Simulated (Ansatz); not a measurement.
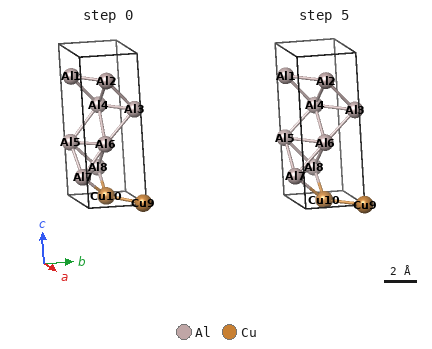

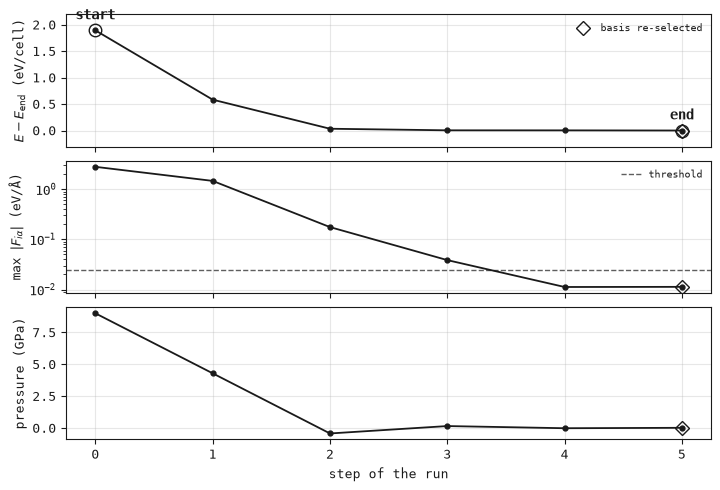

First and last geometry of a relaxation of solid Al4Cu (a generated structure, set up in P1) (coarse preliminary run), with the history of the run. A ball-and-stick model of the cell of the calculation, seen slightly off an axis.

These are results of Ansatz, DFT PBE, scalar-relativistic, plane waves, PAW, not measurements. Set-up: plane-wave cutoff 420 eV; k-point mesh 6 × 6 × 6; occupations gaussian; smearing width 0.2 eV; no spin polarisation; cell and atoms relaxed; force threshold 0.025 eV/Å; at most 60 steps.

Question: What do the curves and the structures tell?

Answer: It converged. The largest move relative to the cell is that of Al7, 0.33 Å roughly along [1 −3 1]. By element the largest moves are Al 0.33 Å, Cu 0.26 Å. Cell: a 3.969 → 4.011 Å (+1.1 %), b 3.942 → 4.008 Å (+1.7 %), c 9.685 → 9.728 Å (+0.4 %), α 91.0° → 90.0°, β 100.7° → 101.9°, γ 91.4° → 90.0°. Volume +2.8 %. Among the contacts that change: Al7–Cu10 2.096 → 2.620 Å, Al3–Al5 3.231 → 2.835 Å, Al1–Al2 2.452 → 2.835 Å, Al5–Al6 2.475 → 2.835 Å. The space group (tolerance 0.01 Å) goes from P1 (No. 1) to I4/mmm (No. 139). Over 4 accepted moves (5 points after the start) the energy falls by 1.893 eV per cell of the calculation. The largest force component goes from 2.8 to 0.011 eV/Å. The pressure goes from 9.00 to 0.02 GPa. The SCF was repeated once at an unchanged geometry on a basis and grid sized afresh for the cell, which shifted the energy by 2.7 meV per cell of the calculation at most.
